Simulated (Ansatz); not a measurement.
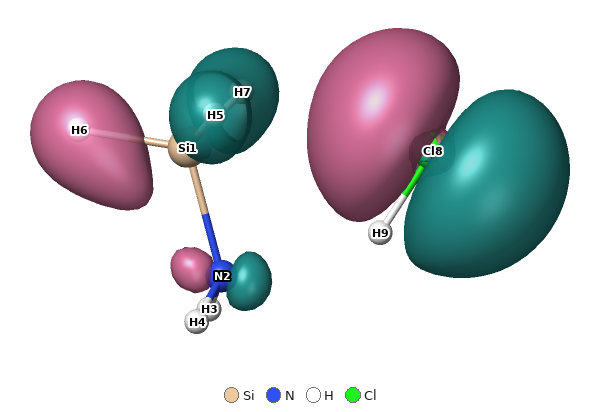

Figure. H$_{5}$NSi···HCl. The HOMO−1 at ±0.08 Å⁻³ᐟ² (teal and pink are the two phases), seen across its widest extent.

Not at a stationary point (largest force 0.7 eV/Å).

Method: RKS B3LYP/cc-pVDZ in Ansatz 0.2.0.

```
atom    x (Å)    y (Å)    z (Å)
  Si  -0.0690   0.1517   0.1795
   N  -0.0340   0.0806   1.9788
   H  -0.9310   0.0036   2.4594
   H   0.5237   0.8000   2.4374
   H   1.3370   0.2215  -0.3023
   H  -0.8100   1.3481  -0.3498
   H  -0.7701  -1.0672  -0.3052
  Cl   1.6123  -2.6542   0.8847
   H   1.0982  -1.8540   1.8307
```

> Describe this orbital and give its energy.

Its weight (Hirshfeld) is mainly on Cl8 (about 85 %); largely a lone pair of Cl8. Its energy is −8.26 eV.
